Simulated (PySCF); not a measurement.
**C7H14O2Si: NMR shielding calculation**

System: C7H14O2Si, SMILES CC(=O)O[SiH2]C(C)=C(C)C.
Method: GIAO PBE0/pcSseg-1 NMR shielding, non-relativistic, gas phase (PySCF 2.14.0).

The geometry comes from this level: GFN2-xTB. It belongs to a series of runs on one base structure; here: H on C replaced by CH3. Figures and captions count atoms from 1; the log counts them from 0 in places.

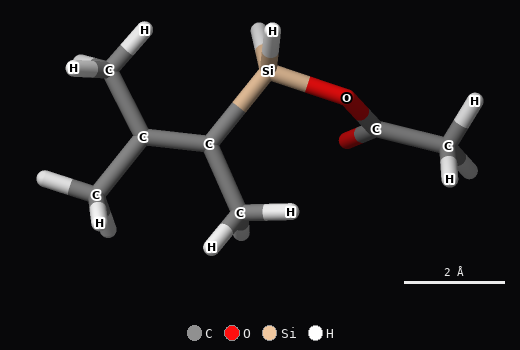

**Figure 1.** The input geometry (stick view, seen on its broad side). Bond lengths as drawn: C–C 1.34 to 1.51 Å, C–H 1.08 to 1.09 Å, C–O 1.20 to 1.32 Å, C–Si 1.88 Å, H–Si 1.46 Å and O–Si 1.67 Å.

**Results in brief**

| quantity | value |
| --- | --- |
| outcome | converged |
| total energy | −714.479955 hartree |
| HOMO | −6.85 eV |
| LUMO | −0.05 eV |
| dipole moment | 1.79 D |
| isotropic shielding, C | 9.7 to 169.0 ppm |
| isotropic shielding, O | −132.4 to 136.9 ppm |
| isotropic shielding, Si | 383.3 ppm |
| isotropic shielding, H | 26.3 to 30.4 ppm |
| hardware | 1 CPU thread, shared host |
| wall time | 67 s |
| peak memory | 1.1 GiB |

**The input**
```
{"job": {"kind": "nmr", "xc": "PBE0", "basis": "pcSseg-1"}, "charge": 0, "multiplicity": 1}
C      4.041062    -0.503724    -0.852093
C      2.804781     0.101388    -0.238640
O      2.491085     1.257587    -0.336059
O      2.089872    -0.783270     0.436034
Si     0.678235    -0.400779     1.243756
C     -0.705887    -0.081134     0.006643
C     -0.344927    -0.116655    -1.457248
C     -1.952294     0.224316     0.389446
C     -3.036714     0.558214    -0.597873
C     -2.388589     0.263902     1.820444
H      4.605078     0.258355    -1.381226
H      4.651932    -0.942929    -0.066417
H      3.751301    -1.297428    -1.537538
H      0.572478    -1.660472     1.978836
H      0.952908     0.741990     2.111744
H     -1.160424    -0.514476    -2.058100
H      0.534692    -0.733836    -1.624798
H     -0.115229     0.888963    -1.811023
H     -3.929036     0.906462    -0.084385
H     -2.706543     1.333205    -1.287437
H     -3.304667    -0.318013    -1.189000
H     -2.659994     1.282620     2.098151
H     -1.609150    -0.083815     2.489780
H     -3.271707    -0.360705     1.954561
```

The first line tells a small driver script what to run in PySCF; the rest is the geometry in Å.

Command:
```bash
OMP_NUM_THREADS=1 python <driver script> task.json out
```

**Log**
```
coarse grid: 20080 points
cycle   1  E = -714.2007238444  dE =  1.318e+00  |g| = 1.004e+00  |ddm| = 4.375e+00
cycle   2  E = -713.9034097647  dE =  2.973e-01  |g| = 1.623e+00  |ddm| = 1.844e+00
cycle   3  E = -714.3826388338  dE = -4.792e-01  |g| = 2.950e-01  |ddm| = 1.266e+00
cycle   4  E = -714.3986112075  dE = -1.597e-02  |g| = 7.974e-02  |ddm| = 2.467e-01
cycle   5  E = -714.3995231902  dE = -9.120e-04  |g| = 2.880e-02  |ddm| = 6.281e-02
cycle   6  E = -714.3996965754  dE = -1.734e-04  |g| = 4.869e-03  |ddm| = 2.393e-02
cycle   7  E = -714.3997013388  dE = -4.763e-06  |g| = 1.895e-03  |ddm| = 6.316e-03
final grid: 188008 points
cycle   8  E = -714.4799091740  dE = -4.389e-05  |g| = 1.473e-02  |ddm| = 3.880e-02
cycle   9  E = -714.4798521511  dE =  5.702e-05  |g| = 2.257e-02  |ddm| = 2.756e-02
cycle  10  E = -714.4799530426  dE = -1.009e-04  |g| = 3.166e-03  |ddm| = 1.679e-02
cycle  11  E = -714.4799550256  dE = -1.983e-06  |g| = 5.411e-04  |ddm| = 2.487e-03
cycle  12  E = -714.4799550713  dE = -4.566e-08  |g| = 2.089e-04  |ddm| = 5.282e-04
cycle  13  E = -714.4799550792  dE = -7.974e-09  |g| = 5.578e-05  |ddm| = 1.901e-04
cycle  14  E = -714.4799550799  dE = -6.178e-10  |g| = 2.270e-05  |ddm| = 6.719e-05
```

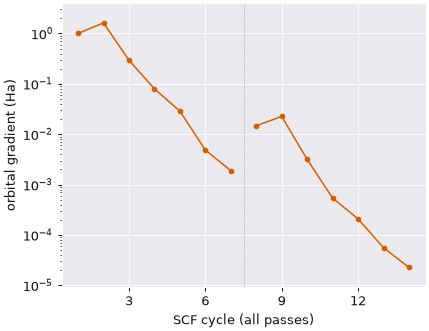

**Figure 2.** Convergence of the self-consistent field: orbital gradient against the SCF cycle. The dotted line marks the change from a coarse to the final integration grid. The first 7 cycles use a coarse grid, the final grid takes over at cycle 8, and the field converges after 14 cycles in all.

```
converged SCF energy = -714.4799550799

GIAO shielding tensors (ppm)
atom      isotropic    diamagn.    paramagn.     s11        s22        s33       span
  0 C      162.018     248.068     -86.050    139.241    153.260    193.554     54.313
  1 C        9.681     250.664    -240.983    -92.604     44.213     77.433    170.037
  2 O     -132.425     407.072    -539.497   -406.401   -247.159    256.285    662.686
  3 O      136.877     404.656    -267.779    -11.599    204.719    217.511    229.110
  4 Si     383.327     885.385    -502.059    333.555    381.538    434.887    101.332
  5 C       57.438     266.495    -209.057    -42.612     64.667    150.260    192.872
  6 C      169.036     251.710     -82.675    156.559    169.374    181.173     24.613
  7 C       31.656     263.015    -231.359    -91.973     32.442    154.500    246.473
  8 C      163.555     248.462     -84.907    153.161    154.781    182.724     29.563
  9 C      157.679     250.830     -93.151    140.899    149.568    182.569     41.670
 10 H       29.791      26.288       3.503     25.637     28.190     35.546      9.909
 11 H       29.345      26.197       3.147     25.617     28.318     34.099      8.482
 12 H       29.371      28.967       0.404     25.836     28.762     33.516      7.680
 13 H       26.758      32.462      -5.704     22.253     26.593     31.429      9.176
 14 H       26.253      32.865      -6.612     22.279     26.113     30.366      8.087
 15 H       30.119      33.904      -3.785     25.218     30.000     35.140      9.922
 16 H       30.178      35.704      -5.526     24.779     30.693     35.061     10.282
 17 H       29.961      33.850      -3.890     26.396     27.854     35.633      9.237
 18 H       30.240      29.221       1.019     25.858     29.851     35.011      9.153
 19 H       29.817      31.158      -1.341     25.434     29.261     34.755      9.320
 20 H       29.696      30.245      -0.549     25.619     28.247     35.222      9.603
 21 H       29.634      30.572      -0.939     26.562     27.394     34.944      8.382
 22 H       30.372      33.504      -3.132     25.305     31.262     34.548      9.243
 23 H       29.734      29.824      -0.089     26.084     28.153     34.966      8.883
```

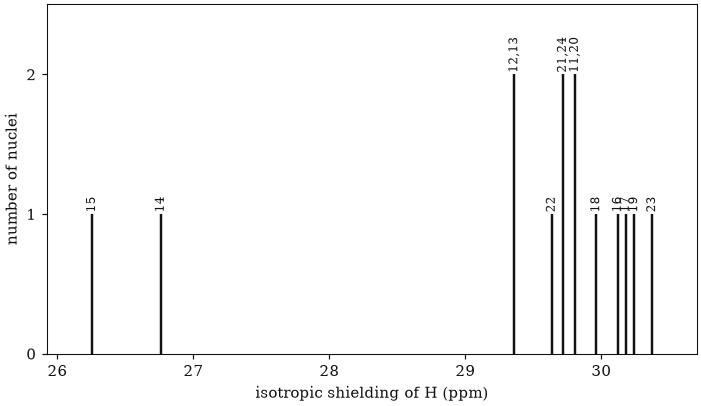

**Figure 3.** Isotropic shieldings of the hydrogen nuclei in this fixed geometry, labelled by atom number; shielding grows to the right, so chemical shift grows to the left. The least shielded is H15 (26.3 ppm), the most shielded H23 (30.4 ppm).

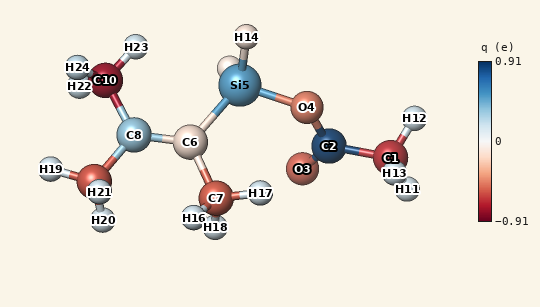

**Figure 4.** ESP-fitted charges, as the colour of each atom (ball-and-stick view, seen at a tilt; atoms are numbered from 1 in the order of the input). By element: C −0.78 to +0.87, O −0.56 to −0.47, Si +0.52 and H −0.11 to +0.22 e.
